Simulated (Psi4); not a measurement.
# SiH4O2 (SMILES O[SiH2]O) at HSE06/def2-SVPD

Aim: the energy change on altering one bond length of SiH4O2 at HSE06/def2-SVPD, from 2 runs. 

The results are computed with Psi4 1.11.

### 1 Starting point

The species is SiH4O2 (7 atoms), meant as a singlet with charge 0. SMILES: `O[SiH2]O`. The shape is that of a PBE0-D4/def2-TZVP optimisation. This is one conformer, not always the lowest.

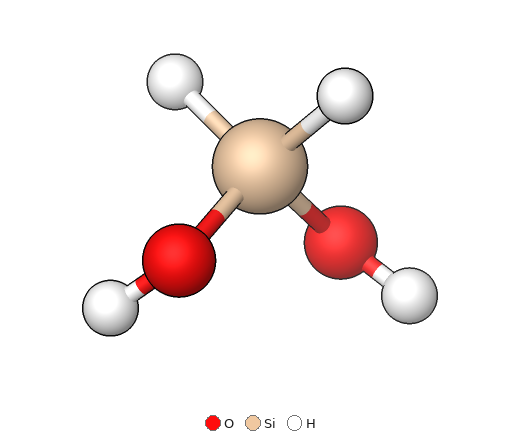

Viewed from a chosen angle; oxygen red, silicon light orange, hydrogen white.

### 2 Energy and gradient at HSE06/def2-SVPD

calc.inp reads:

```
memory 2200 mb

molecule {
  0 1
  O
  Si 1 R2
  O 2 R3 1 A3
  H 1 R4 2 A4 3 D4
  H 2 R5 1 A5 4 D5
  H 2 R6 5 A6 3 D6
  H 3 R7 2 A7 6 D7

  R2 = 1.641761
  R3 = 1.641767
  A3 = 113.50252
  R4 = 0.958338
  A4 = 117.72956
  D4 = -66.04755
  R5 = 1.481129
  A5 = 111.47697
  D5 = 50.83142
  R6 = 1.481123
  A6 = 112.90797
  D6 = 120.91961
  R7 = 0.958323
  A7 = 117.72959
  D7 = 50.83039
  units angstrom
  symmetry c1
}

set {
  puream true
  e_convergence 1e-09
  d_convergence 1e-08
  scf_type pk
  dft_radial_points 99
  dft_spherical_points 590
}

E, wfn = gradient("hse06/def2-SVPD", return_wfn=True)
```

On the command line:

```bash
psi4 -n 1 calc.inp calc.out
```

calc.out (excerpt; [...] marks lines left out):

```text
[...]
  Running in c1 symmetry.
[...]
  Nuclear repulsion =  120.473967177333449
[...]
  Multiplicity = 1
[...]
  Nalpha       = 17
  Nbeta        = 17
[...]
    Number of basis functions: 102
[...]
   @RKS iter   1:  -441.67475095185756   -1.66001e-01   8.77135e-03 DIIS/ADIIS
[...]
   @RKS iter  11:  -441.97914419924405   -1.08002e-12   5.79517e-10 DIIS
[...]
    Orbital Energies [Eh]
    ---------------------
    Doubly Occupied:
       1A    -66.280721     2A    -19.211145     3A    -19.211144
       4A     -5.354164     5A     -3.693387     6A     -3.691869
       7A     -3.690327     8A     -1.023048     9A     -1.003089
      10A     -0.587949    11A     -0.535905    12A     -0.430966
      13A     -0.404254    14A     -0.400196    15A     -0.340280
      16A     -0.332819    17A     -0.313989
[...]
  @RKS Final Energy:  -441.97914419924405
   => Energetics <=
    Nuclear Repulsion Energy =            120.4739671773334493
    One-Electron Energy =                -850.1557160885072335
    Two-Electron Energy =                 318.0476430511290005
    DFT Exchange-Correlation Energy =     -30.3450383391992382
    Empirical Dispersion Energy =           0.0000000000000000
    VV10 Nonlocal Energy =                  0.0000000000000000
    Total Energy =                       -441.9791441992440468
[...]
 Multipole Moments:
 ------------------------------------------------------------------------------------
     Multipole            Electronic (a.u.)      Nuclear  (a.u.)        Total (a.u.)
 ------------------------------------------------------------------------------------
 L = 1.  Multiply by 2.5417464519 to convert [e a0] to [Debye]
 Dipole X            :         -0.0000772            0.0000356           -0.0000416
 Dipole Y            :         -0.8099068            0.5138097           -0.2960971
 Dipole Z            :         -0.5309950            0.3368844           -0.1941105
 Magnitude           :                                                    0.3540514
[...]
  -Total Gradient:
     Atom            X                  Y                   Z
    ------   -----------------  -----------------  -----------------
       1       -0.000042336129     0.000012559268     0.016007458910
       2       -0.000006026982    -0.015771837473    -0.010343498645
       3        0.000033135961     0.014671771333    -0.006372673310
       4       -0.000905156823     0.000413638137     0.002342651680
       5       -0.001878104768    -0.000813420452    -0.000585773736
       6        0.001880502708    -0.000861172442    -0.000511949561
       7        0.000917987959     0.002323065804    -0.000552860655
[...]
```

It took 71 s on 1 thread of Intel Xeon Platinum 8259CL at 2.50GHz (Skylake/Cascade Lake), shared host; peak memory 1.1 GiB.

### 3 The distorted shape at the same level

h4o2si.xyz reads:

```xyz
7
H4O2Si
O     -3.109044    -1.043154    -0.874731
Si     0.051410     0.422210     0.079240
O      1.274030    -0.668570     0.183160
H     -3.180554    -1.414874    -1.755141
H      0.526670     1.393040    -0.933360
H     -0.229300     1.048860     1.391580
H      1.219010    -1.336090     0.868560
```

calc.py reads:

```python
import psi4

psi4.set_memory(2200000000)
psi4.set_num_threads(1)
psi4.core.set_output_file('run.log', False)

with open('h4o2si.xyz') as f:
    atoms = ''.join(f.readlines()[2:])
geom = psi4.geometry('0 1\n' + atoms + 'symmetry c1')

psi4.set_options({
    'puream': True,
    'e_convergence': 1e-09,
    'd_convergence': 1e-08,
    'scf_type': 'pk',
    'dft_radial_points': 99,
    'dft_spherical_points': 590,
})

e = psi4.gradient('hse06/def2-SVPD', molecule=geom)
print('gradient / Eh bohr^-1')
print(e.np.round(6))
```

On the command line:

```bash
python calc.py
```

run.log (excerpt; [...] marks lines left out):

```text
[...]
  Running in c1 symmetry.
[...]
  Nuclear repulsion =   91.885847298437767
[...]
  Multiplicity = 1
[...]
  Nalpha       = 17
  Nbeta        = 17
[...]
    Number of basis functions: 102
[...]
   @RKS iter   1:  -441.22795241818920   -2.23512e-01   1.03984e-02 ADIIS/DIIS
[...]
   @RKS iter  23:  -441.76375177293198   -2.12594e-11   1.50189e-09 DIIS
[...]
  @RKS Final Energy:  -441.76375177293198
   => Energetics <=
    Nuclear Repulsion Energy =             91.8858472984377670
    One-Electron Energy =                -792.3403638267799352
    Two-Electron Energy =                 288.8574390892907786
    DFT Exchange-Correlation Energy =     -30.1666743338805432
    Empirical Dispersion Energy =           0.0000000000000000
    VV10 Nonlocal Energy =                  0.0000000000000000
    Total Energy =                       -441.7637517729319825
[...]
 Multipole Moments:
 ------------------------------------------------------------------------------------
     Multipole            Electronic (a.u.)      Nuclear  (a.u.)        Total (a.u.)
 ------------------------------------------------------------------------------------
 L = 1.  Multiply by 2.5417464519 to convert [e a0] to [Debye]
 Dipole X            :          1.9646266            0.1804876            2.1451142
 Dipole Y            :         -0.0397925            0.6493977            0.6096053
 Dipole Z            :          0.5863262            0.1449224            0.7312487
 Magnitude           :                                                    2.3468826
[...]
  -Total Gradient:
     Atom            X                  Y                   Z
    ------   -----------------  -----------------  -----------------
       1       -0.016505780320    -0.012597591170    -0.018317148295
       2        0.004929918558    -0.004339112795     0.007861732706
       3        0.003155609974     0.005847693291     0.001901280560
       4       -0.005728924970     0.001589802624     0.009155174963
       5        0.006873280856     0.000953425240     0.005563957017
       6        0.009452763377     0.003140033780    -0.002961519940
       7       -0.002182306680     0.005399562342    -0.003205008580
[...]
```

Standard output:

```text
gradient / Eh bohr^-1
[[-0.016506 -0.012598 -0.018317]
 [ 0.00493  -0.004339  0.007862]
 [ 0.003156  0.005848  0.001901]
 [-0.005729  0.00159   0.009155]
 [ 0.006873  0.000953  0.005564]
 [ 0.009453  0.00314  -0.002962]
 [-0.002182  0.0054   -0.003205]]
```

It took 1.9 min on 1 thread of Intel Xeon Platinum 8259CL at 2.50GHz (Skylake/Cascade Lake), shared host; peak memory 1 GiB.

### 4 Results

At HSE06/def2-SVPD:

| quantity | value |
| --- | --- |
| first shape: total energy | -441.97914 Eh |
| first shape: dipole moment | 0.90 D |
| first shape: HOMO energy | -8.54 eV |
| first shape: LUMO energy | -0.29 eV |
| first shape: HOMO–LUMO gap | 8.25 eV |
| first shape: largest force on an atom | 0.970 eV/Å |
| distorted shape: total energy | -441.76375 Eh |
| distorted shape: dipole moment | 5.97 D |
| distorted shape: HOMO energy | -6.14 eV |
| distorted shape: LUMO energy | -4.74 eV |
| distorted shape: HOMO–LUMO gap | 1.39 eV |
| distorted shape: largest force on an atom | 1.424 eV/Å |
| energy change with the O1–Si2 bond stretched from 1.642 to 3.612 Å | 5.861 eV |

**Reading.** One bond (distorted shape) is far stretched, which a spin-restricted single reference describes badly; a broken-symmetry solution may lie lower. With the O1–Si2 bond stretched from 1.642 to 3.612 Å the energy rises by 5.86 eV (135 kcal/mol). The first shape isn't relaxed at this level, so the change isn't measured from a minimum. A restricted reference can't describe the breaking bond well at this length. The largest force (first shape) is 0.97 eV/Å: the shape isn't a stationary point for this species at this level.
